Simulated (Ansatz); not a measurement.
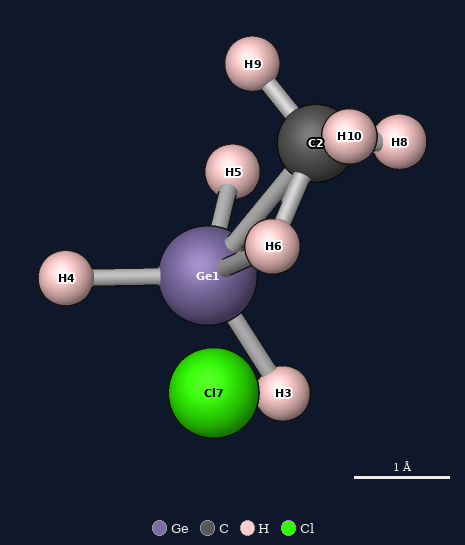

Fig. 1: The structure (ball-and-stick view, seen at a tilt; atoms are numbered from 1 in the order of the input). Sticks mark near contacts.

## CH₇ClGe: a changed input and its effect

System: CH₇ClGe.
Method of run A: RKS r2SCAN-D4/def2-TZVPP (Ansatz 0.2.0).

The geometry comes from this level: PBE0-D4/def2-TZVP. Text and figures count atoms from 1; the logs count them from 0 in places.

## The input, run A
```yaml
crystal:
  periodic: [false, false, false]
  atoms:
    - {symbol: Ge, position_ang: [-0.400588, 0.402194, -0.999815]}
    - {symbol: C, position_ang: [0.376309, -0.808426, 0.728069]}
    - {symbol: H, position_ang: [-1.839900, 0.858313, -0.815916]}
    - {symbol: H, position_ang: [0.664205, 1.268631, -1.654875]}
    - {symbol: H, position_ang: [-0.421377, -0.969400, -1.732821]}
    - {symbol: H, position_ang: [0.199230, 0.422153, 0.802898]}
    - {symbol: Cl, position_ang: [-0.019271, 2.189853, 1.012946]}
    - {symbol: H, position_ang: [-0.478205, -1.481753, 0.727491]}
    - {symbol: H, position_ang: [1.218906, -1.201586, 0.163332]}
    - {symbol: H, position_ang: [0.700691, -0.679979, 1.768590]}
basis:
  gaussian: {orbitals: def2-TZVPP}
hamiltonian: {xc: r2scan, dispersion: d4}
```

Command:
```bash
ansatz run in.yaml --threads 3 --pin off --events-out ev --progress --plain --max-ram 6092MiB
```

Hardware: 3 CPU threads, shared host.

## Output (run A)
```
Functional definition: r2SCAN
  parameter k0 = 0.174
  parameter k1 = 0.065
  parameter a1 = 4.9479
  exchange = r2scan_x(k0 = k0, k1 = k1, a1 = a1)
  correlation = r2scan_c
1245 factors; their error is unknown
mean field evaluation 1: about -70183.3370 eV, gradient 5.5e1 eV
mean field evaluation 2: about -70176.9504 eV, gradient 7.1e1 eV
mean field evaluation 4: about -70189.4615 eV, gradient 4.0e0 eV
mean field evaluation 8: about -70189.4744 eV, gradient 4.1e-1 eV
mean field evaluation 16: about -70189.4746 eV, gradient 4.0e-5 eV
mean field -70189.47464652 eV, -2579.4156171248 hartree, gradient 9.1e-6 eV, S^2 0.000000; 0 other end points of the search recorded, 0 dependent functions left out
reference -70189.47465766 eV, -2579.4156175342 hartree; 31, 31 occupied and 188, 188 virtual orbitals, 1245 factors
Total energy: -70189.51943106 eV, -2579.4172629265 hartree
```

For run B the input was changed thus:
```diff
-    - {symbol: Ge, position_ang: [-0.400588, 0.402194, -0.999815]}
-    - {symbol: C, position_ang: [0.376309, -0.808426, 0.728069]}
-    - {symbol: H, position_ang: [-1.839900, 0.858313, -0.815916]}
-    - {symbol: H, position_ang: [0.664205, 1.268631, -1.654875]}
-    - {symbol: H, position_ang: [-0.421377, -0.969400, -1.732821]}
-    - {symbol: H, position_ang: [0.199230, 0.422153, 0.802898]}
-    - {symbol: Cl, position_ang: [-0.019271, 2.189853, 1.012946]}
-    - {symbol: H, position_ang: [-0.478205, -1.481753, 0.727491]}
-    - {symbol: H, position_ang: [1.218906, -1.201586, 0.163332]}
-    - {symbol: H, position_ang: [0.700691, -0.679979, 1.768590]}
+    - {symbol: Ge, position_ang: [-0.735528, 1.320559, -1.552970]}
+    - {symbol: C, position_ang: [0.702829, -1.400977, 1.415968]}
+    - {symbol: H, position_ang: [-2.222646, 1.536234, -1.850790]}
+    - {symbol: H, position_ang: [0.153933, 1.922905, -2.645111]}
+    - {symbol: H, position_ang: [-0.412045, -0.154870, -1.303342]}
+    - {symbol: H, position_ang: [0.547356, -0.325249, 1.493417]}
+    - {symbol: Cl, position_ang: [-0.298928, 2.384402, 0.271504]}
+    - {symbol: H, position_ang: [-0.242306, -1.890188, 1.180476]}
+    - {symbol: H, position_ang: [1.425891, -1.609139, 0.627355]}
+    - {symbol: H, position_ang: [1.081444, -1.783678, 2.363394]}
```

What does this change do to the results?

With the same method and basis, run B lies 59.4 kcal/mol lower.

## Output (run B)
```
Functional definition: r2SCAN
  parameter k0 = 0.174
  parameter k1 = 0.065
  parameter a1 = 4.9479
  exchange = r2scan_x(k0 = k0, k1 = k1, a1 = a1)
  correlation = r2scan_c
1245 factors; their error is unknown
mean field evaluation 1: about -70185.4656 eV, gradient 5.6e1 eV
mean field evaluation 2: about -70182.4685 eV, gradient 6.3e1 eV
mean field evaluation 4: about -70192.0784 eV, gradient 2.3e0 eV
mean field evaluation 8: about -70192.0901 eV, gradient 5.7e-2 eV
mean field evaluation 16: about -70192.0599 eV, gradient 5.1e-5 eV
mean field -70192.05988138 eV, -2579.5106227538 hartree, gradient 5.1e-5 eV, S^2 0.000000; 0 other end points of the search recorded, 0 dependent functions left out
reference -70192.05989402 eV, -2579.5106232182 hartree; 31, 31 occupied and 188, 188 virtual orbitals, 1245 factors
Total energy: -70192.09706955 eV, -2579.5119893938 hartree
```

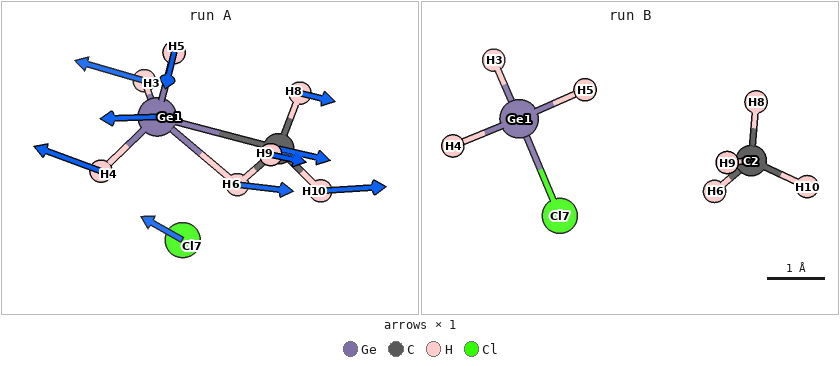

Fig. 2: The two input geometries at one scale (ball-and-stick view, seen at a tilt). The blue arrows on the first give the shifts of the atoms after the best rigid fit, at true length. The largest moves after the best rigid fit, 1.30 Å, are those of H3 and H4. By element the largest moves are H 1.30 Å, Ge 1.11 Å, C 0.97 Å, Cl 0.87 Å. Among the contacts that change: Ge1–C2 2.248 → 4.277 Å, Ge1–H6 1.900 → 3.693 Å, Ge1–Cl7 2.719 → 2.157 Å, C2–H6 1.246 → 1.090 Å.

## The two runs side by side

```csv
quantity,run A,run B
outcome,converged,converged
total energy (hartree),−2579.417263,−2579.511989
basis functions,219,219
wall time (shared host),3.4 s,3.1 s
```
